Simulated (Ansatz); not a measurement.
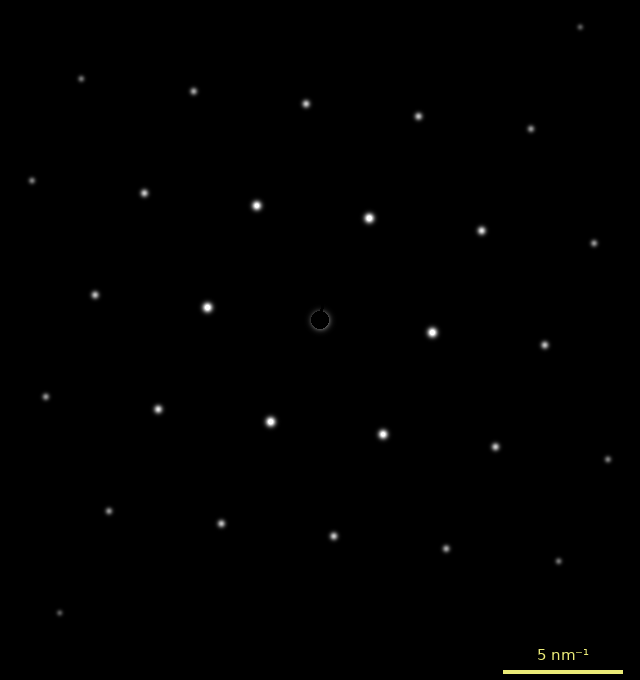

Kinematic zone-axis pattern, calculated for 100 keV electrons with B = 1 Å².

Read the repeat vectors of the pattern off the scale bar.

Answer. The spots form a centred rectangular net with both shortest vectors at d = 2.10 Å, 70.5° apart.

What is the point symmetry of the pattern, intensities included?

Answer. 2mm. A zero-layer kinematic pattern is always centrosymmetric (Friedel's law).

Which crystal and zone produced it?

Answer. This cannot be fixed from one zone alone; the pattern is [110] of Cu, space group Fm-3m (No. 225), a = 3.63 Å. The net vectors are -1 1 -1 and -1 1 1. Structure: the input geometry of an electronic-structure calculation (not necessarily at equilibrium).
